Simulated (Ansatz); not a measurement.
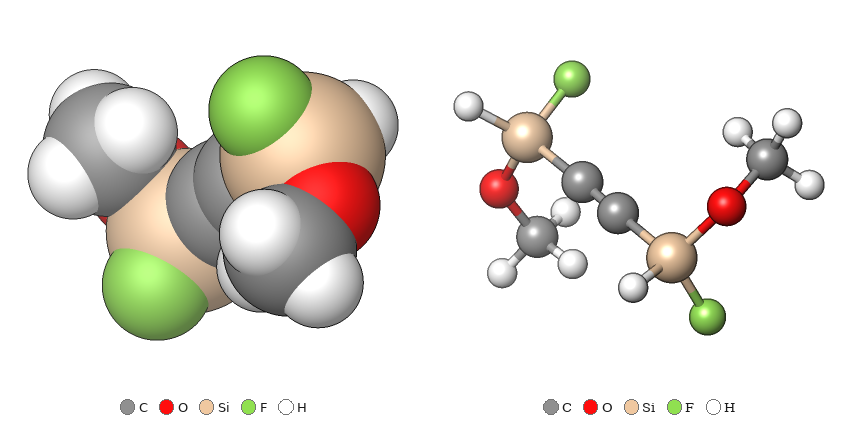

Two views of one molecule.

The geometry was computed by an optimisation with PBE0-D4/def2-TZVP. No frequency run is at hand to confirm it as a minimum.

What does the picture show?

The molecule is C4H8F2O2Si2. Its SMILES string is `CO[Si@H](F)C#C[Si@@H](F)OC`. It has no ring. Among its groups: alkyne, Si–H bond, Si–O bond. This geometry has C2 symmetry. Coordination: 2 C tetrahedral; 2 O bent; 2 Si tetrahedral; 2 C linear.

The parts below concern this one geometry. Atoms keep their numbers from picture to picture.

**Geometry**

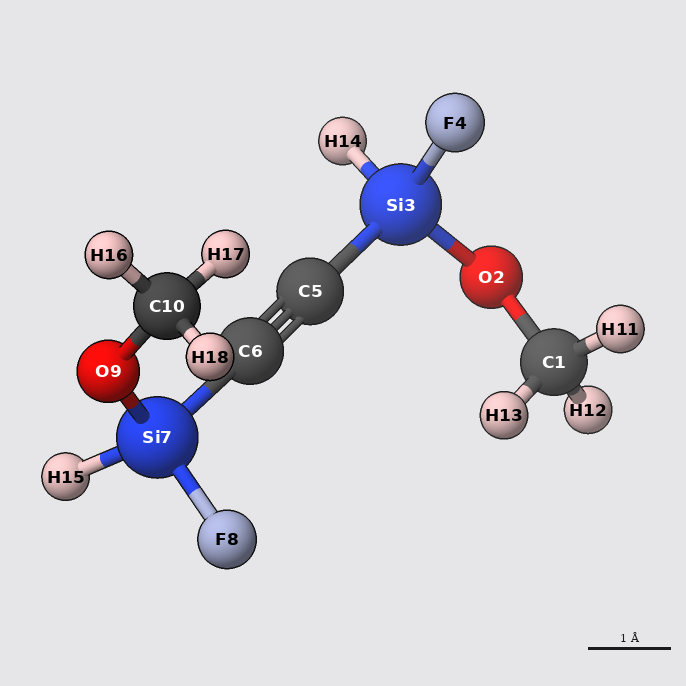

No frequency run is at hand to confirm it as a minimum.

Give the bond lengths. Leave out bonds to hydrogen.

```csv
bond,length (Å),order
C1–O2,1.415,single
O2–Si3,1.615,single
Si3–F4,1.593,single
Si3–C5,1.827,single
C5–C6,1.214,triple
C6–Si7,1.827,single
Si7–F8,1.593,single
Si7–O9,1.615,single
O9–C10,1.415,single
```

**Charges**

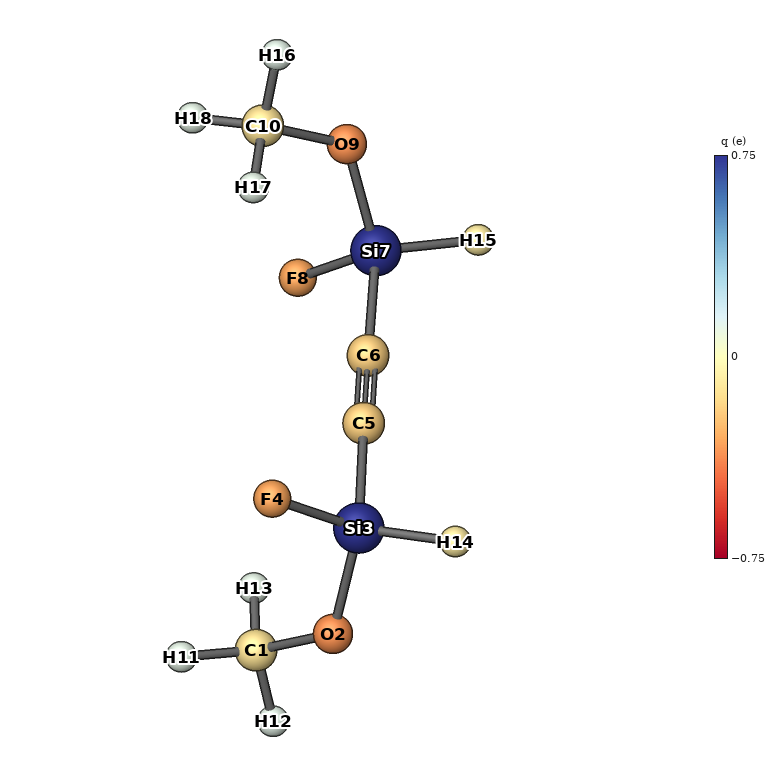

Atoms are coloured by their Mulliken charges. No frequency run is at hand to confirm it as a minimum. Method: RKS B3LYP-D4/def2-TZVPP (Ansatz 0.2.0).

List the Mulliken charges.

```json
{"atom": "C1", "value (e)": "−0.12"}
{"atom": "O2", "value (e)": "−0.36"}
{"atom": "Si3", "value (e)": "0.75"}
{"atom": "F4", "value (e)": "−0.31"}
{"atom": "C5", "value (e)": "−0.19"}
{"atom": "C6", "value (e)": "−0.19"}
{"atom": "Si7", "value (e)": "0.75"}
{"atom": "F8", "value (e)": "−0.31"}
{"atom": "O9", "value (e)": "−0.36"}
{"atom": "C10", "value (e)": "−0.12"}
{"atom": "H11", "value (e)": "0.11"}
{"atom": "H12", "value (e)": "0.11"}
{"atom": "H13", "value (e)": "0.11"}
{"atom": "H14", "value (e)": "−0.08"}
{"atom": "H15", "value (e)": "−0.08"}
{"atom": "H16", "value (e)": "0.11"}
{"atom": "H17", "value (e)": "0.11"}
{"atom": "H18", "value (e)": "0.11"}
```

**Dipole moment**

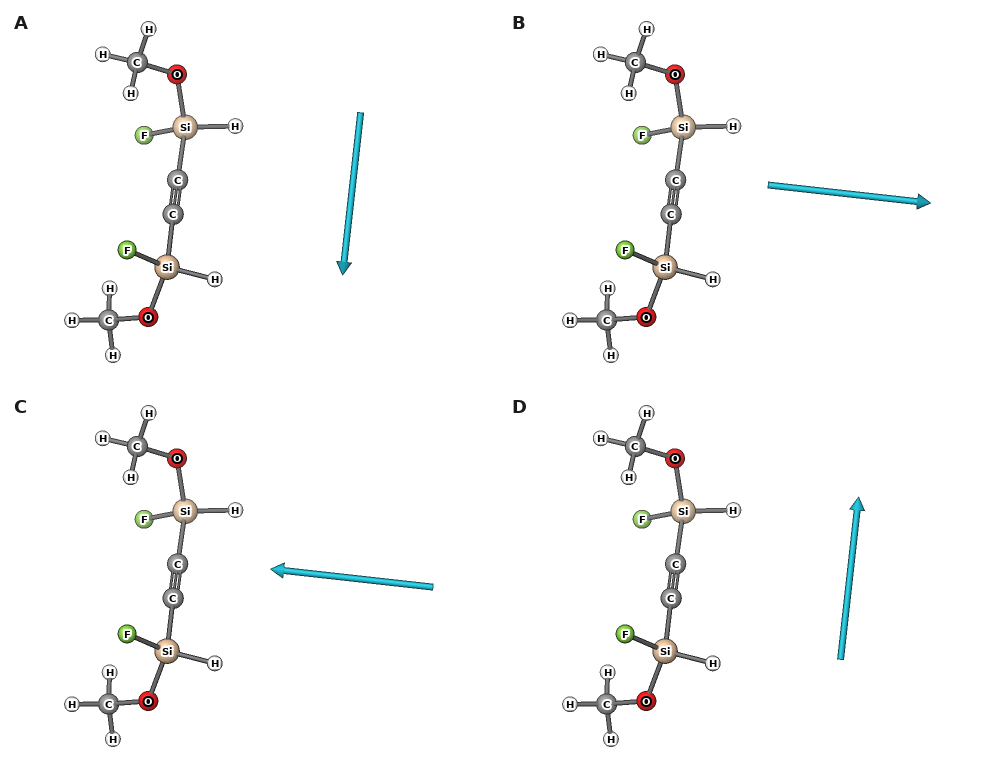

The same molecule four times, each with an arrow. No frequency run is at hand to confirm it as a minimum. Method: RKS ωB97M-V/def2-TZVPP (Ansatz 0.2.0).

Question: Which arrow points along the dipole moment, from the negative to the positive end?

Answer: C. The dipole moment is 0.55 D.

**Electronic properties**

No frequency run is at hand to confirm it as a minimum. Level of theory: RKS BHLYP-D4/def2-TZVPP (Ansatz 0.2.0).

Computed properties:

- HOMO energy (Kohn–Sham orbital): −9.84 eV
- LUMO energy (Kohn–Sham orbital): −0.16 eV
- HOMO–LUMO gap: 9.69 eV
- dispersion correction: −53.1 kJ/mol

Mulliken values depend strongly on the basis set and can even reverse the polarity of a bond.
